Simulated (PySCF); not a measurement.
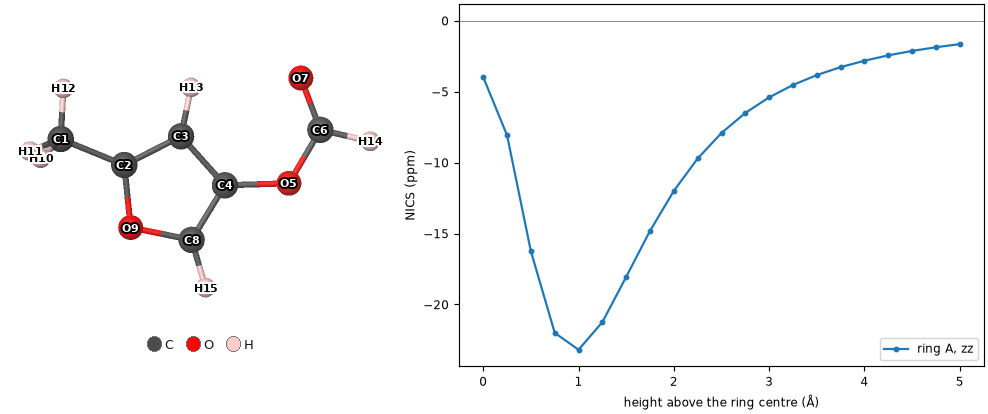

Figure. C₆H₆O₃, SMILES `Cc1cc(OC=O)co1`. GIAO NICS scans along the ring normals; ring A: 5-membered ring C2/C3/C4/C8/O9.

Computed with PySCF, B3LYP/6-31G*, geometry: GFN2-xTB. No frequency check shows the geometry to be a minimum.

> Read the scans.

Ring A is strongly diatropic (aromatic): NICSzz reaches −23.2 ppm at 1.00 Å; NICS(0) = −13.6, NICS(1) = −9.5, NICS(1)zz = −23.2 ppm.
